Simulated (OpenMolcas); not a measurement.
# singlet SiH2O2F− at 6 levels

We compute a comparison of 6 runs (B2PLYP/aug-cc-pVDZ, BHLYP/aug-cc-pVDZ, PBE0/aug-cc-pVDZ, TPSS/aug-cc-pVDZ, r2SCAN/aug-cc-pVDZ, CCSD(T)/aug-cc-pVDZ) of singlet SiH2O2F−. 

The calculation is run with OpenMolcas 26.06.

1 further run of the same task is left out (set aside as unsound or not needed).

## Step 1: The structure to begin with

SiH2O2F− has 6 atoms, charge -1, and is taken as a singlet. As SMILES of the parent species, `O[Si](O)F`. The coordinates come from a PBE0-D4/def2-TZVP relaxation. This is one conformer, not always the lowest. That shape belongs to the parent species and isn't relaxed for this state.

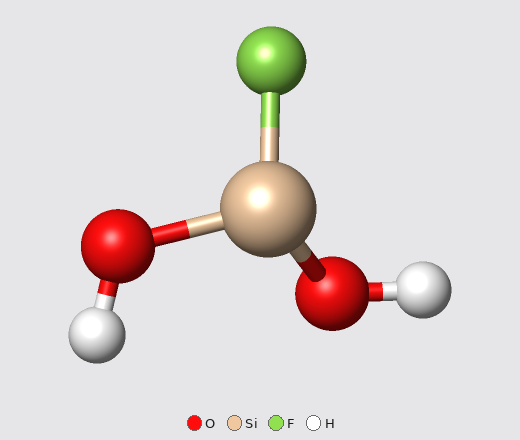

Viewed from a chosen angle; oxygen red, silicon light orange, fluorine green, hydrogen white.

## Step 2: The energy at B2PLYP/aug-cc-pVDZ (run 1)

run.inp

```
* FH2O2Si Kohn-Sham DFT

&GATEWAY
 BASLIB=$CurrDir
 BASISSET
 O.aug-cc-pVDZ....
 O1 -0.887300 1.032000 -0.626300 angstrom
 O3 0.346300 -0.560700 1.083400 angstrom
 End of Basis
 BASISSET
 Si.aug-cc-pVDZ....
 Si2 0.382900 0.026200 -0.446500 angstrom
 End of Basis
 BASISSET
 F.aug-cc-pVDZ....
 F4 0.159400 -1.133900 -1.516300 angstrom
 End of Basis
 BASISSET
 H.aug-cc-pVDZ....
 H5 -1.051600 1.658800 0.081100 angstrom
 H6 1.092300 -1.086600 1.378500 angstrom
 End of Basis

&SEWARD
 GRIDINPUT
 Grid=UltraFine
 End of Grid

&SCF
 CHARGE=-1
 KSDFT=B2PLYP_SCF
 THRESHOLDS=1e-10 1e-07 1e-07 1e-05
 PRORBITALS=1 2

&MBPT2
 FROZEN=8
```

The basis set aug-cc-pVDZ is read from a file made from the Basis Set Exchange's data (not shown).

The run is started by

```sh
$ export MOLCAS_MEM=1860
$ pymolcas run.inp > run.log
```

The program printed:

```text
--- Start Module: gateway ---
[...]
--- Stop Module: gateway /rc=_RC_ALL_IS_WELL_ ---
[...]
      Basis functions          114
[...]
--- Start Module: scf ---
[...]
       Convergence after  19 Iterations
[...]
::    Total KS-DFT energy                            -540.6095623679
[...]
      Total spin, S                                     0.0000000000
[...]
      Total electronic charge=   42.000000
      Total            charge=   -1.000000
[...]
      Dipole Moment (debye):
      Origin of the operator (angstrom)=    0.0633   -0.1568   -0.4015
                   X= -2.5274E+00               Y= -1.2051E+00               Z=  1.5940E+00           Total=  3.2219E+00
      Center of Charge (angstrom)
[...]
--- Stop Module: scf /rc=_RC_ALL_IS_WELL_ ---
[...]
--- Start Module: mbpt2 ---
[...]
 ###    WARNING: MP2 implementation intended for RHF references only         ###
 ###############################################################################
MBPT2 WARNING: Reference function according to RunFile:KS-DFT
I'll assume you know what you're doing and continue
WARNING!
Default frozen orbitals as non valence orbitals is overwritten by user input.
Default values:   5
[...]
       Reference weight ( Cref**2 )         =        0.74922
::    Total MBPT2 energy                             -541.4890683603
[...]
      Total MBPT2 calculations                           0.67      0.75
--- Stop Module: mbpt2 /rc=_RC_ALL_IS_WELL_ ---
[...]
```

Run time: 53 s. Hardware: 1 thread of Arm Neoverse V1, shared host; peak memory 0.69 GiB.

## Step 3: A single-point energy at BHLYP/aug-cc-pVDZ (run 2)

job.input

```
&GATEWAY
 BasLib=$CurrDir
 BasisSet
 O.aug-cc-pVDZ....
 O1 -0.887300 1.032000 -0.626300 angstrom
 O3 0.346300 -0.560700 1.083400 angstrom
 End of Basis
 BasisSet
 Si.aug-cc-pVDZ....
 Si2 0.382900 0.026200 -0.446500 angstrom
 End of Basis
 BasisSet
 F.aug-cc-pVDZ....
 F4 0.159400 -1.133900 -1.516300 angstrom
 End of Basis
 BasisSet
 H.aug-cc-pVDZ....
 H5 -1.051600 1.658800 0.081100 angstrom
 H6 1.092300 -1.086600 1.378500 angstrom
 End of Basis

&SEWARD
 GridInput
 Grid=UltraFine
 End of Grid

&SCF
 Charge=-1
 KSDFT=HYB_GGA_XC_BHANDHLYP
 Thresholds=1e-10 1e-07 1e-07 1e-05
 PrOrbitals=1
```

The basis set aug-cc-pVDZ is read from a file made from the Basis Set Exchange's data (not shown).

The run is started by

```sh
$ export MOLCAS_MEM=1860
$ pymolcas job.input > job.log
```

The program printed:

```text
--- Start Module: gateway ---
[...]
--- Stop Module: gateway /rc=_RC_ALL_IS_WELL_ ---
--- Start Module: seward ---
[...]
      Basis functions          114
--- Stop Module: seward /rc=_RC_ALL_IS_WELL_ ---
[...]
--- Start Module: scf ---
[...]
       Convergence after  20 Iterations
[...]
::    Total KS-DFT energy                            -541.0408815385
[...]
      Total spin, S                                     0.0000000000
[...]
      Total electronic charge=   42.000000
      Total            charge=   -1.000000
[...]
      Dipole Moment (debye):
      Origin of the operator (angstrom)=    0.0633   -0.1568   -0.4015
                   X= -2.4118E+00               Y= -1.1541E+00               Z=  1.5941E+00           Total=  3.1128E+00
      Center of Charge (angstrom)
[...]
--- Stop Module: scf /rc=_RC_ALL_IS_WELL_ ---
[...]
```

Wall time 56 s (1 thread of Arm Neoverse V1, shared host); peak memory 0.69 GiB.

Run 3 isn't shown in full; the table further down has it.

## Step 4: A single-point energy at TPSS/aug-cc-pVDZ (run 4)

mol.input

```
* FH2O2Si Kohn-Sham DFT
&GATEWAY
BasLib=$CurrDir
Coord
6
angstrom
O       -0.887300       1.032000      -0.626300
Si       0.382900       0.026200      -0.446500
O        0.346300      -0.560700       1.083400
F        0.159400      -1.133900      -1.516300
H       -1.051600       1.658800       0.081100
H        1.092300      -1.086600       1.378500
Basis=aug-cc-pVDZ
Group=NoSym
&SEWARD
GridInput
Grid=UltraFine
End of Grid
&SCF
Charge=-1
KSDFT=2
1.0 MGGA_X_TPSS
1.0 MGGA_C_TPSS
Thresholds=1e-10 1e-07 1e-07 1e-05
PrOrbitals=1 2
```

The basis set aug-cc-pVDZ is read from a file made from the Basis Set Exchange's data (not shown).

The run is started by

```sh
$ export MOLCAS_MEM=1860
$ pymolcas mol.input > mol.log
```

The program printed:

```text
--- Start Module: gateway ---
[...]
--- Stop Module: gateway /rc=_RC_ALL_IS_WELL_ ---
--- Start Module: seward ---
[...]
      Basis functions          114
--- Stop Module: seward /rc=_RC_ALL_IS_WELL_ ---
[...]
--- Start Module: scf ---
[...]
       Convergence after  24 Iterations
[...]
::    Total KS-DFT energy                            -541.1868756060
[...]
      Total spin, S                                     0.0000000000
[...]
      Total electronic charge=   42.000000
      Total            charge=   -1.000000
[...]
      Dipole Moment (debye):
      Origin of the operator (angstrom)=    0.0633   -0.1568   -0.4015
                   X= -2.2068E+00               Y= -1.1087E+00               Z=  1.1264E+00           Total=  2.7144E+00
      Center of Charge (angstrom)
[...]
--- Stop Module: scf /rc=_RC_ALL_IS_WELL_ ---
[...]
```

It took 95 s on 1 thread of Arm Neoverse V1, shared host; peak memory 0.69 GiB.

Run 5 isn't shown in full; the table further down has it.

## Step 5: A single-point energy at CCSD(T)/aug-cc-pVDZ (Cholesky decomposition) (run 6)

geom.xyz

```xyz
6

O     -0.887300     1.032000    -0.626300
Si     0.382900     0.026200    -0.446500
O      0.346300    -0.560700     1.083400
F      0.159400    -1.133900    -1.516300
H     -1.051600     1.658800     0.081100
H      1.092300    -1.086600     1.378500
```

job.inp

```
&gateway
baslib=$CurrDir
coord=geom.xyz
basis=aug-cc-pVDZ
group=NoSym
&seward
high
&scf
charge=-1
thresholds=1e-10 1e-07 1e-07 1e-05
prorbitals=1 1
&chcc
frozen=8
threshold=1e-08
maxiterations=80
&cht3
frozen=8
```

The basis set aug-cc-pVDZ is read from a file made from the Basis Set Exchange's data (not shown).

The run is started by

```sh
$ export MOLCAS_MEM=1860
$ pymolcas job.inp > job.log
```

The program printed:

```text
--- Start Module: gateway ---
[...]
--- Stop Module: gateway /rc=_RC_ALL_IS_WELL_ ---
[...]
      Basis functions          114
[...]
       Convergence after  17 Iterations
[...]
::    Total SCF energy                               -539.4030221440
[...]
      Total spin, S                                     0.0000000000
[...]
      Total electronic charge=   42.000000
      Total            charge=   -1.000000
[...]
      Dipole Moment (debye):
      Origin of the operator (angstrom)=    0.0633   -0.1568   -0.4015
                   X= -3.1111E+00               Y= -1.4643E+00               Z=  2.0311E+00           Total=  3.9935E+00
      Center of Charge (angstrom)
[...]
--- Start Module: chcc ---
[...]
--- Stop Module: chcc /rc=_RC_ALL_IS_WELL_ ---
[...]
--- Start Module: cht3 ---
[...]
--- Stop Module: cht3 /rc=_RC_ALL_IS_WELL_ ---
[...]
```

Run time: 18 min. Hardware: 1 thread of Arm Neoverse V1, shared host; peak memory 0.26 GiB.

## Step 6: All runs side by side

| run | level | frozen core orbitals | integral approximation | energy (Eh) | HOMO energy (eV) | LUMO energy (eV) | HOMO–LUMO gap (eV) | wall time |
| --- | --- | --- | --- | --- | --- | --- | --- | --- |
| 1 | B2PLYP/aug-cc-pVDZ | 8 | none | -540.847029 | 0.03 | 3.56 | 3.53 | 53 s |
| 2 | BHLYP/aug-cc-pVDZ | – | none | -541.040882 | -0.03 | 3.47 | 3.50 | 56 s |
| 3 | PBE0/aug-cc-pVDZ | – | none | -540.773860 | 0.65 | 3.13 | 2.48 | 61 s |
| 4 | TPSS/aug-cc-pVDZ | – | none | -541.186876 | 1.36 | 2.83 | 1.47 | 95 s |
| 5 | r2SCAN/aug-cc-pVDZ | – | none | -541.008923 | 1.33 | 2.97 | 1.65 | 89 s |
| 6 | CCSD(T)/aug-cc-pVDZ (Cholesky decomposition) | 8 | CD high | -540.161620 | -0.99 | 4.20 | 5.20 | 18 min |

## Step 7: Outcome

```
                                                    quantity          value
                                         run 6: total energy  -540.16162 Eh
                  run 6: HOMO energy (Hartree–Fock orbitals)       -0.99 eV
                  run 6: LUMO energy (Hartree–Fock orbitals)        4.20 eV
run 6: HOMO–LUMO gap (to an unbound level, set by the basis)        5.20 eV
          run 6: correlation energy (8 core orbitals frozen)     -758.6 mEh
                                       run 6: (T) correction     -22.12 mEh
```

In words: Over runs 1, 2, 3, 4, 5 the HOMO–LUMO gap runs from 1.47 eV (TPSS/aug-cc-pVDZ) to 3.53 eV (B2PLYP/aug-cc-pVDZ). The empty levels of an anion lie above zero and hang on the basis. A double hybrid's value is that of its SCF part. For B2PLYP the log adds the whole second-order term; the table takes 0.27 of it, as the functional is defined. Totals of different functionals can't be ranked against each other. In runs 1, 3, 4, 5 the HOMO lies above zero, so the outermost electron may be held by the basis alone. All runs together took 24 min, the longest 18 min.
